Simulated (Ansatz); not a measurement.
HBr···Br2 (SMILES Br.BrBr)

The calculation's input:

```
crystal:
  periodic: [false, false, false]
  atoms:
    - {symbol: Br, position_ang: [0.833523, 0.368667, -2.046571]}
    - {symbol: H, position_ang: [1.825382, 1.001003, -1.247773]}
    - {symbol: Br, position_ang: [-1.870661, -0.945170, 2.626248]}
    - {symbol: Br, position_ang: [-0.788143, -0.424499, 0.668096]}
basis:
  gaussian: {orbitals: "def2-TZVPPD.json"}
hamiltonian: {xc: pbe0, dispersion: d4}
output: {orbitals: {seedname: orbitals}}
```

Run with:

```sh
ansatz run in.yaml --threads 4 --pin off --events-out ev --progress --plain --max-ram 9574MiB
```

Geometry: PBE0-D4/def2-TZVP.

Method: RKS PBE0-D4/def2-TZVPPD (Ansatz 0.2.0).

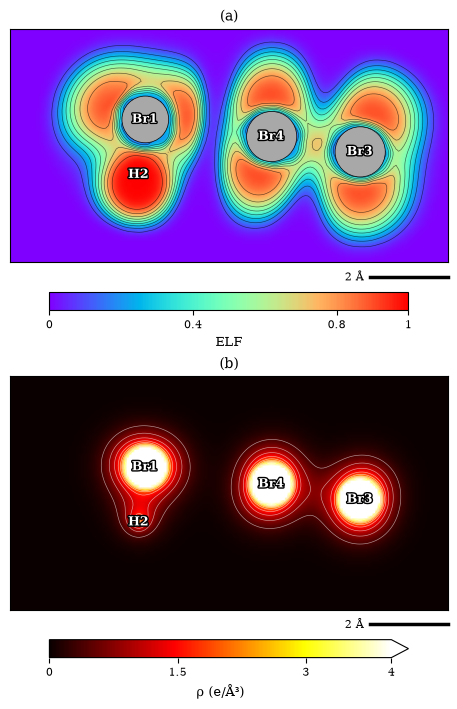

Figure 1. (a) ELF; (b) total electron density on the molecular plane. Grey discs cover the atomic cores in the ELF map.

Question: Describe what can be read from this map.

Answer:
- The section cuts through Br and H sites.
- Br1···Br4 (3.26 Å): the density falls to about 0.1 e/Å³ on the way; the ELF dips to about 0.05 between them; a non-bonded, intermolecular contact.
- Br–Br (2.30 Å): ρ at the midpoint is about 0.75 e/Å³; the ELF peaks at about 0.70 between the atoms.
- Br–H (1.42 Å): ρ at the midpoint is about 1.6 e/Å³; the ELF climbs to about 1 towards the hydrogen, as it does in any bond to H.
- The ELF also peaks beside Br3, Br4 and Br1, away from the bonds: lone-pair regions.

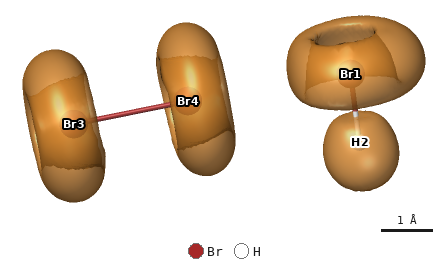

Figure 2. Isosurface of the ELF at 0.8 (orange), seen at a tilt. Only the valence region is drawn (cores and ρ < 0.01 e/Å³ removed).

Question: What do the ELF domains correspond to?

Answer: The surface consists of one region around a hydrogen nucleus, two rings or bowls of non-bonding electrons around Br and one region wrapped around Br (its lone pairs, merged into a ring or cap).

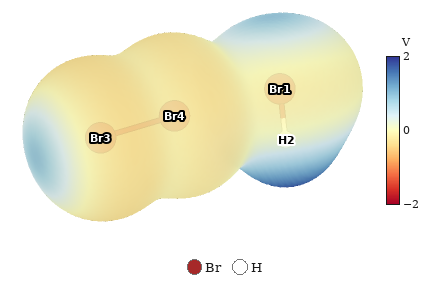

Figure 3. The molecular electrostatic potential painted on the density surface at 0.001 e/bohr³, seen at a tilt; the colour scale runs from red (negative) to blue (positive).

Question: Which sites attract a positive test charge, and which a negative one?

Answer: A positive charge is drawn to the negative regions and a negative charge to the positive ones. The most negative region (about −0.3 V, or −7 kcal/mol for a unit charge) lies over Br3 and Br4, the most positive (about +1.8 V, or +42 kcal/mol for a unit charge) over H2. Br1 shows a σ-hole: about +0.9 V, or +21 kcal/mol for a unit charge at the tip opposite its bond, against about −0.1 V on its flanks. Br3 shows a σ-hole: about +1.0 V, or +23 kcal/mol for a unit charge at the tip opposite its bond, against about −0.3 V, or −7 kcal/mol for a unit charge on its flanks.
